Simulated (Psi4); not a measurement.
## Run report: GaH2O2F, property calculation

- system: GaH2O2F, SMILES [OH][Ga]([OH])[F]
- method: PBE/pcseg-0, RKS (Psi4 1.11)

The geometry comes from this level: PBE0-D4/def2-TZVP.

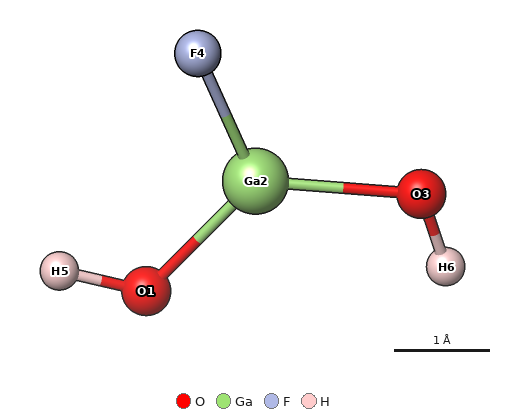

The input geometry (ball-and-stick view, seen at a tilt; atoms are numbered from 1 in the order of the input). Sticks mark near contacts.

Summary:

| quantity | value |
| --- | --- |
| outcome | converged |
| total energy | −2172.803464 hartree |
| basis functions | 53 |
| HOMO | −6.86 eV |
| LUMO | −1.96 eV |
| dipole moment | 2.10 D |
| hardware | 1 thread of Intel Xeon (Sapphire Rapids), 16 GiB of memory available, shared host |
| wall time | 6.9 s |
| peak memory | 0.61 GiB |

Input file (input.in):
```
memory 1600 MB

molecule system {
  O     -0.56162660     2.55301999    -1.08621458
  Ga    -0.12887932    -0.64704223    -0.22223179
  O      1.50119843    -1.59171631     2.52335129
  F     -1.36551610    -3.00239687    -2.16335847
  H     -1.49061597     2.75711042    -2.63201055
  H      2.12443011    -0.18972850     3.49315874
  units bohr
  symmetry c1
}

set {
  basis pcseg-0
  puream true
  scf_type pk
  dft_radial_points 99
  dft_spherical_points 590
}

e, wfn = energy('pbe', return_wfn=True)
oeprop(wfn, 'DIPOLE', 'QUADRUPOLE', 'MULLIKEN_CHARGES', 'LOWDIN_CHARGES', title='PBE')
```

Command:
```bash
psi4 -i input.in -o input.out -n 1
```

The program's output:
```
Psi4 1.11 release

   => Loading Basis Set <=

    Name: PCSEG-0
    Role: ORBITAL
    Keyword: BASIS

         ---------------------------------------------------------
                                   SCF
                              RKS Reference
                        1 Threads,   1525 MiB Core
         ---------------------------------------------------------

  ==> Geometry <==

    Molecular point group: c1
    Full point group: C1

    Geometry (in Bohr), charge = 0, multiplicity = 1:

       Center              X                  Y                   Z               Mass
    ------------   -----------------  -----------------  -----------------  -----------------
         O           -0.404498354585     3.239277959887    -0.819149956110    15.994914619570
         GA           0.028248925415     0.039215739887     0.044832833890    68.925573500000
         O            1.658326675415    -0.905458340113     2.790415913890    15.994914619570
         F           -1.208387854585    -2.316138900113    -1.896293846110    18.998403162730
         H           -1.333487724585     3.443368389887    -2.364945926110     1.007825032230
         H            2.281558355415     0.496529469887     3.760223363890     1.007825032230

  Running in c1 symmetry.

  Rotational constants: A =      0.20421  B =      0.19710  C =      0.10030 [cm^-1]
  Rotational constants: A =   6122.05307  B =   5908.83362  C =   3006.77701 [MHz]
  Nuclear repulsion =  297.914371546032044

  Charge       = 0
  Multiplicity = 1
  Electrons    = 58
  Nalpha       = 29
  Nbeta        = 29

  ==> Algorithm <==

  SCF Algorithm Type is PK.
  DIIS enabled.
  MOM disabled.
  Fractional occupation disabled.
  Guess Type is SAD.
  Energy threshold   = 1.00e-06
  Density threshold  = 1.00e-06
  Integral threshold = 1.00e-12

  ==> Primary Basis <==

  Basis Set: PCSEG-0
    Blend: PCSEG-0
    Number of shells: 29
    Number of basis functions: 53
    Number of Cartesian functions: 54
    Spherical Harmonics?: true
    Max angular momentum: 2

  ==> DFT Potential <==

   => LibXC <=

    Version 7.1.2

   => Composite Functional: PBE <=

    PBE GGA Exchange-Correlation Functional

    Deriv               =              1
    GGA                 =           TRUE
    Meta                =          FALSE

    Exchange Hybrid     =          FALSE
    MP2 Hybrid          =          FALSE

   => Exchange Functionals <=

    1.0000     XC_GGA_X_PBE

   => Correlation Functionals <=

    1.0000     XC_GGA_C_PBE

   => LibXC Density Thresholds  <==

    XC_GGA_C_PBE:  1.00E-12
    XC_GGA_X_PBE:  1.00E-15

   => Molecular Quadrature <=

    Radial Scheme          =       TREUTLER
    Pruning Scheme         =           NONE
    Nuclear Scheme         =       TREUTLER

    Blocking Scheme        =         OCTREE
    BS radius alpha        =              1
    Pruning alpha          =              1
    Radial Points          =             99
    Spherical Points       =            590
    Total Points           =         334877
    Total Blocks           =           2443
    Max Points             =            256
    Max Functions          =             51
    Weights Tolerance      =       1.00E-15

  ==> Integral Setup <==

  Using in-core PK algorithm.
   Calculation information:
      Number of atoms:                   6
      Number of AO shells:              29
      Number of primitives:             56
      Number of atomic orbitals:        54
      Number of basis functions:        53

      Integral cutoff                 1.00e-12
      Number of threads:                 1

  Performing in-core PK
  Using 2049192 doubles for integral storage.
  We computed 79722 shell quartets total.
  Whereas there are 94830 unique shell quartets.

  ==> DiskJK: Disk-Based J/K Matrices <==

    J tasked:                  Yes
    K tasked:                   No
    wK tasked:                  No
    Memory [MiB]:              788
    Schwarz Cutoff:          1E-12

  Cached 100.0% of DFT collocation blocks in 0.347 [GiB].

  Minimum eigenvalue in the overlap matrix is 6.7520350022E-02.
  Reciprocal condition number of the overlap matrix is 1.9060066177E-02.
    Using symmetric orthogonalization.

  ==> Pre-Iterations <==

  SCF Guess: Superposition of Atomic Densities via on-the-fly atomic UHF (no occupation information).

   -------------------------
    Irrep   Nso     Nmo
   -------------------------
     A         53      53
   -------------------------
    Total      53      53
   -------------------------

  ==> Iterations <==

                        Total Energy        Delta E     RMS |[F,P]|

   @RKS iter SAD: -2169.07977264483634   -2.16908e+03   0.00000e+00
   @RKS iter   1: -2172.12007011270816   -3.04030e+00   2.46398e-02 ADIIS/DIIS
   @RKS iter   2: -2172.23387860915909   -1.13808e-01   2.30160e-02 ADIIS/DIIS
   @RKS iter   3: -2172.69882537472540   -4.64947e-01   1.04055e-02 ADIIS/DIIS
   @RKS iter   4: -2172.76991532207148   -7.10899e-02   5.61973e-03 ADIIS/DIIS
   @RKS iter   5: -2172.80224900324311   -3.23337e-02   1.03185e-03 ADIIS/DIIS
   @RKS iter   6: -2172.80317755146962   -9.28548e-04   5.25159e-04 ADIIS/DIIS
   @RKS iter   7: -2172.80342593067553   -2.48379e-04   1.88757e-04 ADIIS/DIIS
   @RKS iter   8: -2172.80346302647422   -3.70958e-05   2.28096e-05 DIIS
   @RKS iter   9: -2172.80346378242302   -7.55949e-07   1.29986e-06 DIIS
   @RKS iter  10: -2172.80346378546255   -3.03953e-09   1.88023e-07 DIIS
  Energy and wave function converged.

  ==> Post-Iterations <==

   Electrons on quadrature grid:
      Ntotal   =   57.9999980202 ; deviation = -1.980e-06

    Orbital Energies [Eh]
    ---------------------

    Doubly Occupied:

       1A   -370.718811     2A    -44.837258     3A    -40.177712
       4A    -40.173697     5A    -40.173411     6A    -24.208680
       7A    -18.762151     8A    -18.761749     9A     -5.200471
      10A     -3.631689    11A     -3.623611    12A     -3.622829
      13A     -1.019390    14A     -0.919781    15A     -0.913012
      16A     -0.749304    17A     -0.748847    18A     -0.748668
      19A     -0.743348    20A     -0.740188    21A     -0.470569
      22A     -0.434371    23A     -0.362837    24A     -0.315354
      25A     -0.307068    26A     -0.292222    27A     -0.274423
      28A     -0.271384    29A     -0.252172

    Virtual:

      30A     -0.071926    31A     -0.015613    32A      0.042528
      33A      0.062818    34A      0.123224    35A      0.166568
      36A      0.204253    37A      0.637230    38A      0.674820
      39A      0.693696    40A      0.719702    41A      0.724313
      42A      1.153255    43A      1.167324    44A      1.314455
      45A      1.348323    46A      1.391772    47A      1.454512
      48A      1.546707    49A      1.592518    50A      1.700909
      51A      1.754646    52A      1.909062    53A      2.015800

    Final Occupation by Irrep:
              A
    DOCC [    29 ]
    NA   [    29 ]
    NB   [    29 ]

  @RKS Final Energy: -2172.80346378546255

   => Energetics <=

    Nuclear Repulsion Energy =            297.9143715460320436
    One-Electron Energy =               -3622.1952516844235106
    Two-Electron Energy =                1254.3487410880272819
    DFT Exchange-Correlation Energy =    -102.8713247350980140
    Empirical Dispersion Energy =           0.0000000000000000
    VV10 Nonlocal Energy =                  0.0000000000000000
    Total Energy =                      -2172.8034637854625544

Computation Completed

Properties will be evaluated at   0.000000,   0.000000,   0.000000 [a0]

Properties computed using the SCF density matrix

 Multipole Moments:

 ------------------------------------------------------------------------------------
     Multipole            Electronic (a.u.)      Nuclear  (a.u.)        Total (a.u.)
 ------------------------------------------------------------------------------------

 L = 1.  Multiply by 2.5417464519 to convert [e a0] to [Debye]
 Dipole X            :         -0.9757097            0.9789232            0.0032135
 Dipole Y            :         -2.1543712            2.9808927            0.8265214
 Dipole Z            :         -1.5198889            1.4885783           -0.0313106
 Magnitude           :                                                    0.8271205

 ------------------------------------------------------------------------------------

	total time  =          6 seconds =       0.10 minutes

Properties will be evaluated at   0.000000,   0.000000,   0.000000 [a0]

Properties computed using the PBE density matrix

 Multipole Moments:

 ------------------------------------------------------------------------------------
     Multipole            Electronic (a.u.)      Nuclear  (a.u.)        Total (a.u.)
 ------------------------------------------------------------------------------------

 L = 1.  Multiply by 2.5417464519 to convert [e a0] to [Debye]
 Dipole X            :         -0.9757097            0.9789232            0.0032135
 Dipole Y            :         -2.1543712            2.9808927            0.8265214
 Dipole Z            :         -1.5198889            1.4885783           -0.0313106
 Magnitude           :                                                    0.8271205

 L = 2.  Multiply by 1.3450342976 to convert [e a0^2] to [Debye ang]
 Quadrupole XX       :        -65.4484232           43.4595772          -21.9888460
 Quadrupole XY       :          0.2810100           -0.7299662           -0.4489561
 Quadrupole XZ       :        -71.8472131           72.0653100            0.2180968
 Quadrupole YY       :       -179.1844607          150.9337082          -28.2507525
 Quadrupole YZ       :          7.6771940           -8.1335742           -0.4563802
 Quadrupole ZZ       :       -141.5452829          119.8173526          -21.7279303
 Traceless XX        :         63.2776324          -61.2773021            2.0003303
 Traceless YY        :        -50.4584051           46.1968289           -4.2615763
 Traceless ZZ        :        -12.8192273           15.0804733            2.2612459

 ------------------------------------------------------------------------------------
  Mulliken Charges: (a.u.)
   Center  Symbol    Alpha    Beta     Spin     Total
       1     O     4.36875  4.36875  0.00000 -0.73751
       2    GA    14.91552 14.91552  0.00000  1.16896
       3     O     4.36598  4.36598  0.00000 -0.73197
       4     F     4.72177  4.72177  0.00000 -0.44354
       5     H     0.31385  0.31385  0.00000  0.37229
       6     H     0.31411  0.31411  0.00000  0.37177

   Total alpha = 29.00000, Total beta = 29.00000, Total charge = -0.00000

  Lowdin Charges: (a.u.)
   Center  Symbol    Alpha    Beta     Spin     Total
       1     O     4.28308  4.28308  0.00000 -0.56616
       2    GA    15.02930 15.02930  0.00000  0.94139
       3     O     4.27531  4.27531  0.00000 -0.55063
       4     F     4.68776  4.68776  0.00000 -0.37553
       5     H     0.36256  0.36256  0.00000  0.27488
       6     H     0.36198  0.36198  0.00000  0.27604

  Total alpha = 29.00000, Total beta = 29.00000, Total charge = -0.00000

    Psi4 run time: 0:00:05.74
```

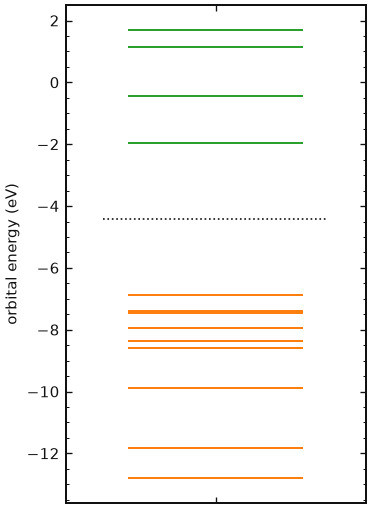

Orbital energies near the frontier; the dotted line parts filled from empty levels, and levels within 0.02 eV of each other stand side by side. Highest filled −6.86 eV, lowest empty −1.96 eV, 4.90 eV apart.

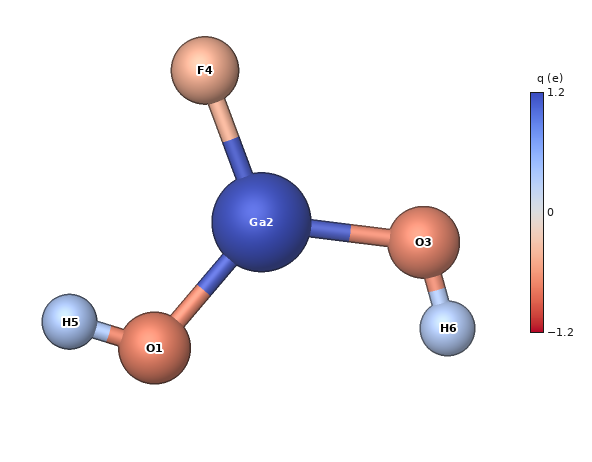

Mulliken charges, as the colour of each atom (ball-and-stick view, seen on its broad side; atoms are numbered from 1 in the order of the input; Mulliken charges depend strongly on the basis). By element: O −0.74 to −0.73, Ga +1.17, F −0.44 and H +0.37 e.
